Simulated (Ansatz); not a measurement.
**[PH2]− (phosphanide): levels of theory compared**

Aim: a comparison of 6 runs (CAM-B3LYP/3-21G, revPBE/3-21G, B3LYP/6-31G*, UB3LYP/6-31G*, UMP2/6-31G*, CCSDTQ/3-21G) of [PH2]− (phosphanide). 

The calculation is run with Ansatz 0.2.0.

2 further runs of the same task are left out: 2 that didn't finish.

### 1 The system as given

[PH2]−: 3 atoms, total charge -1, spin state singlet. As SMILES, `[PH2-]`. The H2–P1 distance was set to 2.690 Å, away from the relaxed value. At this shape a bond of the SMILES string is far longer than usual.

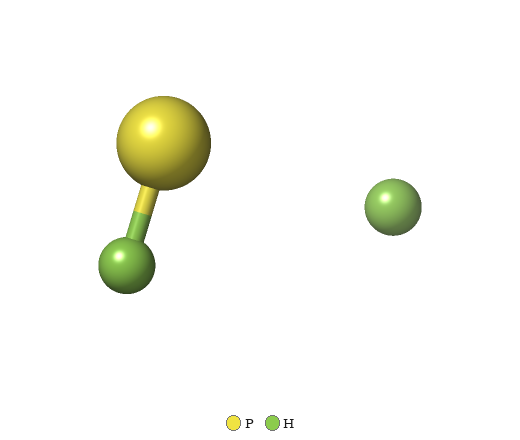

The structure, seen from a chosen angle (phosphorus yellow, hydrogen green).

### 2 The energy at CAM-B3LYP/3-21G (run 1)

File run.yaml:

```yaml
basis:
  gaussian:
    orbitals: 3-21G.json
crystal:
  periodic: [false, false, false]
  atoms:
    - {symbol: P, position_ang: [0.892262, -1.577420, 0.324972]}
    - {symbol: H, position_ang: [0.105590, 0.990220, 0.165130]}
    - {symbol: H, position_ang: [-0.211158, -1.980490, -0.330258]}
total_charge: -1
hamiltonian:
  xc: {name: CAM-B3LYP}
accuracy: high
```

The basis set 3-21G is read from a file made from the Basis Set Exchange's data (not shown).

On the command line:

```console
$ ansatz run run.yaml --threads 1 --pin off --max-ram 2610MiB --events-out events.jsonl --progress --plain --runs-dir runs
```

Standard output:

```text
Warning: RAYON_NUM_THREADS=1 ignored (pool sized by the plan → 1); use --threads N
Functional definition: CAM-B3LYP
  name "CAM-B3LYP"
  parameter alpha = 0.19
  parameter beta = 0.46
  parameter omega = 0.33/bohr
  parameter ac = 0.81
  exchange = (1 - alpha - beta)*b88_x + beta*b88_x_sr(omega) + alpha*exact_x + beta*exact_x_lr(omega)
  correlation = (1 - ac)*vwn5_c + ac*lyp_c
317 factors; integrals over basis functions are off by at most 4.1e-9 eV
139 factors; integrals over basis functions are off by at most 1.4e-9 eV
mean field evaluation 1: about -9268.7519 eV, gradient 1.4e1 eV
mean field evaluation 2: about -9267.8531 eV, gradient 1.9e1 eV
mean field evaluation 4: about -9269.8159 eV, gradient 1.9e-1 eV
mean field evaluation 8: about -9269.8109 eV, gradient 2.0e-3 eV
mean field evaluation 16: about -9269.8109 eV, gradient 1.0e-7 eV
mean field -9269.81094954 eV, -340.6592690920 hartree, gradient 5.1e-9 eV, S^2 0.000000; 0 other end points of the search recorded, 0 dependent functions left out
reference -9269.81096237 eV, -340.6592695636 hartree; 9, 9 occupied and 8, 8 virtual orbitals, 317 factors
Total energy: -9269.81096237 eV, -340.6592695636 hartree
```

Wall time 0.66 s (1 thread of Arm Neoverse V1, shared host).

### 3 The energy at revPBE/3-21G (run 2)

File input.yaml:

```yaml
basis:
  gaussian: {orbitals: 3-21G.json}
crystal:
  periodic: [false, false, false]
  atoms:
    - {symbol: P, position_ang: [0.892262, -1.577420, 0.324972]}
    - {symbol: H, position_ang: [0.105590, 0.990220, 0.165130]}
    - {symbol: H, position_ang: [-0.211158, -1.980490, -0.330258]}
total_charge: -1
hamiltonian: {xc: {name: revPBE}}
accuracy: high
```

The basis set 3-21G is read from a file made from the Basis Set Exchange's data (not shown).

On the command line:

```console
$ ansatz run input.yaml --threads 1 --pin off --max-ram 2610MiB --events-out events.jsonl --progress --plain --runs-dir runs
```

Standard output:

```text
Warning: RAYON_NUM_THREADS=1 ignored (pool sized by the plan → 1); use --threads N
Functional definition: revPBE
  name "revPBE"
  parameter kappa = 1.245
  parameter beta = 0.06672455060314922
  exchange = pbe_x(kappa = kappa, mu = beta*pi^2/3)
  correlation = pbe_c(beta = beta)
317 factors; integrals over basis functions are off by at most 4.1e-9 eV
mean field evaluation 1: about -9265.8162 eV, gradient 1.9e1 eV
mean field evaluation 2: about -9252.8992 eV, gradient 4.0e1 eV
mean field evaluation 4: about -9267.9621 eV, gradient 7.0e0 eV
mean field evaluation 8: about -9268.3184 eV, gradient 1.9e-1 eV
mean field evaluation 16: about -9268.3118 eV, gradient 1.7e-5 eV
mean field -9268.31182649 eV, -340.6041773360 hartree, gradient 3.1e-8 eV, S^2 0.000000; 0 other end points of the search recorded, 0 dependent functions left out
reference -9268.31182868 eV, -340.6041774168 hartree; 9, 9 occupied and 8, 8 virtual orbitals, 317 factors
Total energy: -9268.31182868 eV, -340.6041774168 hartree
```

It took 0.52 s on 1 thread of Arm Neoverse V1, shared host.

Runs 3 to 5 aren't shown in full; the table further down has their settings and results.

### 4 A single-point energy at CCSDTQ/3-21G (run 6)

File molecule.yaml:

```yaml
crystal:
  periodic: [false, false, false]
  atoms:
    - {symbol: P, position_ang: [0.892262, -1.577420, 0.324972]}
    - {symbol: H, position_ang: [0.105590, 0.990220, 0.165130]}
    - {symbol: H, position_ang: [-0.211158, -1.980490, -0.330258]}
basis:
  gaussian:
    orbitals: 3-21G.json
accuracy: high
scf:
  omitted_lower_state_checks: [cluster_reference, increment]
total_charge: -1
correlation:
  method: ccsdtq
  frozen_orbitals: {H: 0, P: 5}
```

The basis set 3-21G is read from a file made from the Basis Set Exchange's data (not shown).

On the command line:

```console
$ ansatz run molecule.yaml --threads 1 --pin off --max-ram 2610MiB --events-out events.jsonl --progress --plain --runs-dir runs
```

Standard output (excerpt; [...] marks lines left out):

```text
Warning: RAYON_NUM_THREADS=1 ignored (pool sized by the plan → 1); use --threads N
Functional definition: HF
  name "HF"
[...]
317 factors; integrals over basis functions are off by at most 4.1e-9 eV
[...]
mean field -9251.68805172 eV, -339.9932648813 hartree, gradient 5.7e-8 eV, S^2 0.000000; 0 other end points of the search recorded, 0 dependent functions left out; unrestricted orbitals would lower it
5 core orbitals not correlated: weight in the atoms' cores, before any rotation towards them, 1.000 or more for the frozen orbitals, at most 0.000 for the correlated occupied ones
reference -9251.68805172 eV, -339.9932648813 hartree; 4, 4 occupied and 8, 8 virtual orbitals, 317 factors
second order -1.85132071 eV of doubles, -0.00000000 eV of singles
cycle   1  -2.27447959 eV  change   -4.2e-1 eV  update   1.2e-1
[...]
cycle  24  -2.86158032 eV  change   5.0e-10 eV  update  5.4e-10
Total energy: -9254.54963204 eV, -340.0984260184 hartree
Checks for a lower state left out: cluster_reference, increment
```

Wall time 2 s (1 thread of Arm Neoverse V1, shared host); peak memory 0.11 GiB.

### 5 The series

```csv
run,level,frozen core orbitals,energy (Eh),wall time
1,CAM-B3LYP/3-21G,–,-340.659270,0.66 s
2,revPBE/3-21G,–,-340.604177,0.52 s
3,B3LYP/6-31G* (spherical functions),–,-342.420491,0.68 s
4,UB3LYP/6-31G* (spherical functions),–,-342.422703,4.8 s
5,UMP2/6-31G* (spherical functions),5,-341.829961,0.44 s
6,CCSDTQ/3-21G,5,-340.098426,2 s
```

### 6 Results

```
                                          quantity          value
                               run 6: total energy  -340.09843 Eh
run 6: correlation energy (5 core orbitals frozen)     -105.2 mEh
                              run 6: T1 diagnostic          0.054
```

What this shows: Totals of different functionals can't be ranked against each other. In run 6 the log says that unrestricted orbitals would lower the reference, so the values rest on an unstable closed-shell determinant (other closed-shell runs at this shape may share the fault). Spin contamination of the reference: run 5 ⟨S²⟩ = 0.81, run 4 ⟨S²⟩ = 0.42. Where it is this large, the reference is a mixture of spin states, and values that rest on it are in doubt. All runs together took 9.1 s, the longest 4.8 s.
